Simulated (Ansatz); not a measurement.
ClFGaH (SMILES [F][GaH][Cl])

```json
{"atom": "F", "x (Å)": "-1.6868", "y (Å)": "0.0404", "z (Å)": "0.2663"}
{"atom": "Ga", "x (Å)": "0.0242", "y (Å)": "0.1336", "z (Å)": "-0.0590"}
{"atom": "Cl", "x (Å)": "1.0662", "y (Å)": "-1.6589", "z (Å)": "0.3917"}
{"atom": "H", "x (Å)": "0.6520", "y (Å)": "1.4246", "z (Å)": "-0.6194"}
```

Geometry: PBE0-D4/def2-TZVP.

Level of theory: Ansatz 0.2.0, isolated molecule in a Gaussian basis; Hartree-Fock.

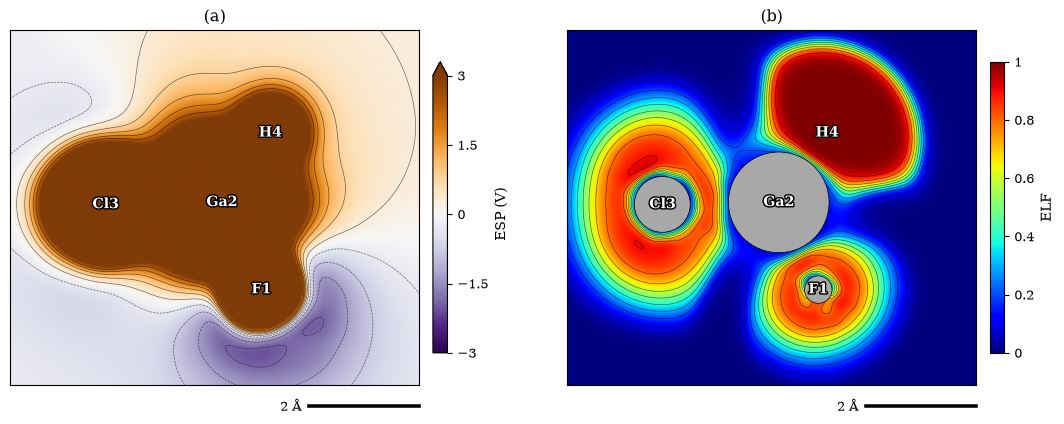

Figure 1. (a) molecular electrostatic potential; (b) electron localisation function on the molecular plane. Grey discs cover the atomic cores in the ELF map.

Question: Read the bonding off the picture.

Answer: The section cuts through F, Ga, Cl and H sites.
Ga–F (1.74 Å): the ELF peaks at about 0.85 in the valence shell of F, 0.5 Å from its nucleus, and is about 0.10 at the midpoint.
Ga–Cl (2.12 Å): the ELF peaks at about 0.85 in the valence shell of Cl, 0.8 Å from its nucleus, and is about 0.55 at the midpoint.
Ga–H (1.54 Å): the ELF climbs to about 1 towards the hydrogen.
The ELF also peaks beside F1 and Cl3, away from the bonds: lone-pair regions.
Outside the dense part of the molecule the potential is most negative (−2.1 V) near F1.

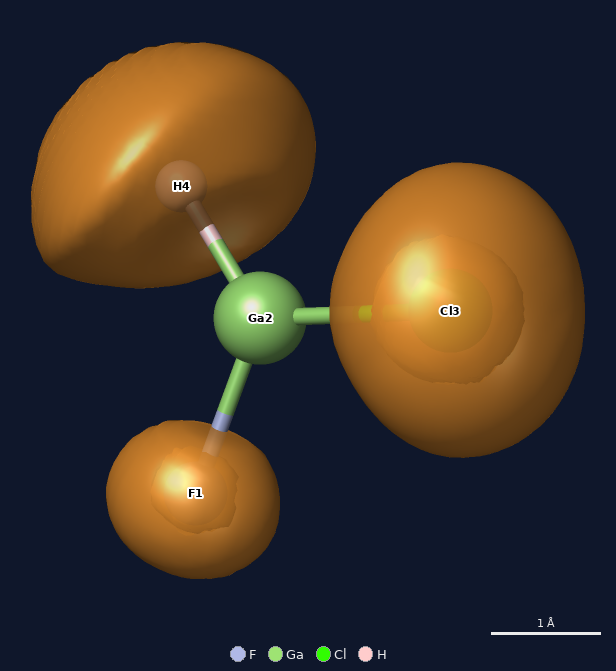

Figure 2. Isosurface of the electron localisation function at 0.75 (orange), seen at a tilt. Core shells and regions of very low density are left out.

Question: Identify the bonds, lone pairs and shells in this picture.

Answer: The surface consists of one region around a hydrogen nucleus, one region wrapped around Cl (its valence shell) and one region wrapped around F (its valence shell).

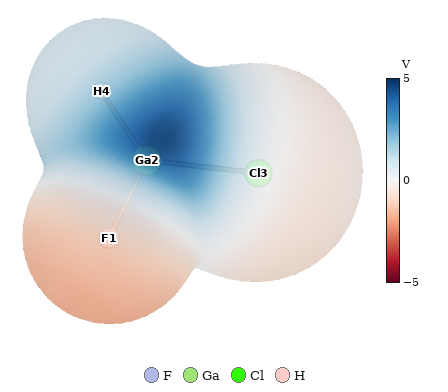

Figure 3. The molecular electrostatic potential painted on the density surface at 0.002 e/bohr³, seen at a tilt; red is negative and blue positive.

Question: Which sites attract a positive test charge, and which a negative one?

Answer: A positive charge is drawn to the negative regions and a negative charge to the positive ones. The most negative region (about −1.7 V, or −39 kcal/mol for a unit charge) lies over F1, the most positive (about +4.6 V, or +106 kcal/mol for a unit charge) over Ga2.

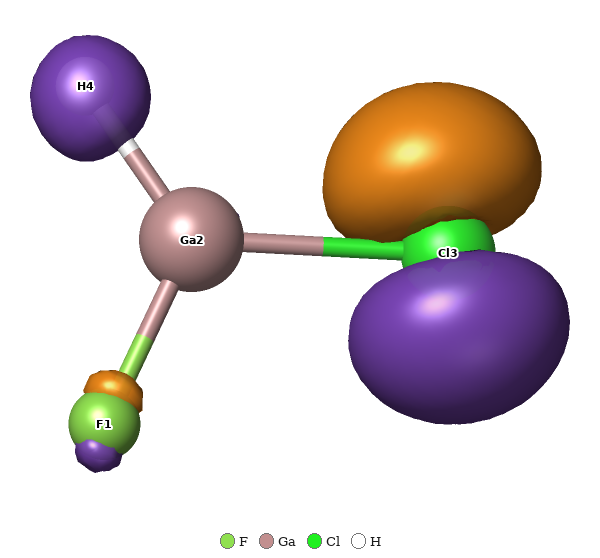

Figure 4. The HOMO at ±0.2 Å⁻³ᐟ² (orange and purple are the two phases), seen at a tilt.

Question: Describe this orbital and give its energy.

Answer: By Hirshfeld shares it lies mainly on Cl3 (about 80 %), Ga2 (about 10 %) and H4 (about 10 %); it is symmetric in the molecular plane (an in-plane orbital: σ, lone-pair or in-plane π type); largely a lone pair of Cl3. Its energy is −12.78 eV.
